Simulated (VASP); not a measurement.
Band structure of Mo (bcc). Method: optB88-vdW, VASP's PBE PAW potentials (set 64) (plane waves; VASP 6.6.1).

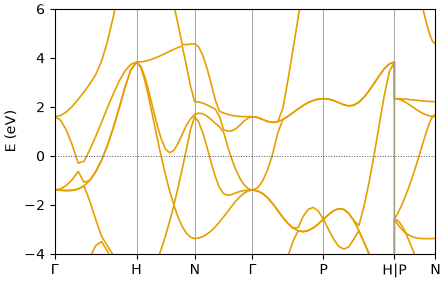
Figure: Bands along high-symmetry lines, zero at the valence-band maximum or, without a gap, the Fermi level

Read the plot: is there a gap, and where are the band edges?

It has no gap at this level: it comes out as a metal or semimetal. (Edges off the drawn lines would not show.)

The compound is Mo in the bcc structure. It was relaxed first.
